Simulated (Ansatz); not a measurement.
Input

```
crystal:
  lattice:
    - [4.2922889483, 0.0, 0.0]
    - [0.0, 4.2922889483, 0.0]
    - [0.0, 0.0, 2.825493491]
  atoms:
    - { symbol: B, position: [0.0, 0.5, 0.0] }
    - { symbol: B, position: [0.5, 0.0, 0.0] }
    - { symbol: C, position: [0.0, 0.5, 0.5] }
    - { symbol: C, position: [0.5, 0.0, 0.5] }
    - { symbol: C, position: [0.0, 0.0, 0.5] }
basis:
  ecutwfc: 420
kpoints:
  mp_grid: { grid: [10, 10, 14] }
hamiltonian:
  xc: pbe
scf:
  occupations: { method: gaussian, width: 0.1 }
output:
  forces: true
  stress: true
  eigenvalues: true
  write_density: true
  write_potential: true
  elf: true
  volumetric_format: npy
relax:
  adjacent_minimum: "off"
  f_tol: 0.01
  max_steps: 80
  cell: { stress_tol: 0.05 }
```

Run with:

```sh
ansatz run input.yaml --threads 1 --pin off --max-ram 2560MiB --backend cpu --events-out ev --progress --plain --runs-dir out
```

Below, planes, directions and counts refer to the conventional cell (a = 4.30 Å, b = 4.30 Å, c = 2.83 Å, α = 90.00°, β = 90.00°, γ = 90.00°).

The fields are those of the run's last geometry, not of the input's.

Space group P4/mmm; a structure generated by program, which may or may not match a known phase.

The calculation used Ansatz, DFT PBE, scalar-relativistic, plane waves, PAW.

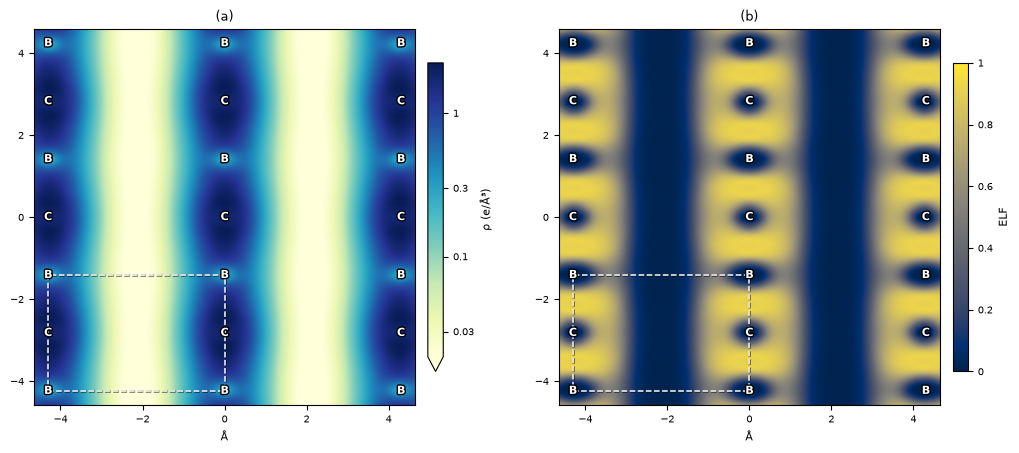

B$_{2}$C$_{3}$. (a) valence electron density; (b) electron localisation function on the (100) plane of the conventional cell.

### Interpret the plot.

The section cuts through B and C sites. B–C (1.41 Å): ρ at the midpoint is about 1.8 e/Å³; the ELF peaks at about 0.95 between the atoms. Between the atoms the lowest density in this plane is 0.01 e/Å³.
